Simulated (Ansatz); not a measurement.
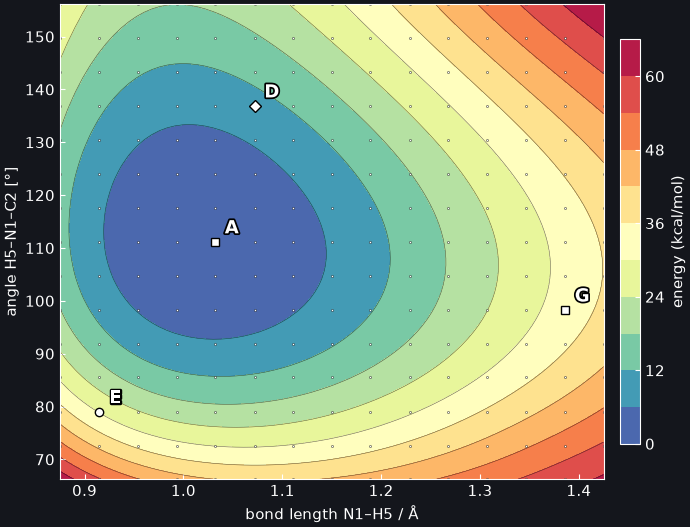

C2H2NS, SMILES N=C1[CH-]S1, charge −1. First axis: bond length N1–H5. Second axis: angle H5–N1–C2. Nothing is relaxed (all other coordinates rigid). The grid has 15 × 15 points. Points are written as (first, second). Energies are in kcal/mol, from the relaxed molecule at the same level. Level of theory: RKS B3LYP-D4/def2-SVPD (Ansatz 0.2.0).

In the figure: filled contours, dots at the grid points, lettered points. Between grid points the surface is interpolated.

> Rank the lettered points by energy, lowest first.

A (0.10 kcal/mol), D (9.9 kcal/mol), E (29.7 kcal/mol), G (32.7 kcal/mol).

> What kind of point is each of A, D, E, G: minimum, saddle, maximum or slope?

A: minimum; D: on a slope; E: on a slope; G: on a slope. (In these two coordinates alone; a stationary point may lie a little off the grid point.)
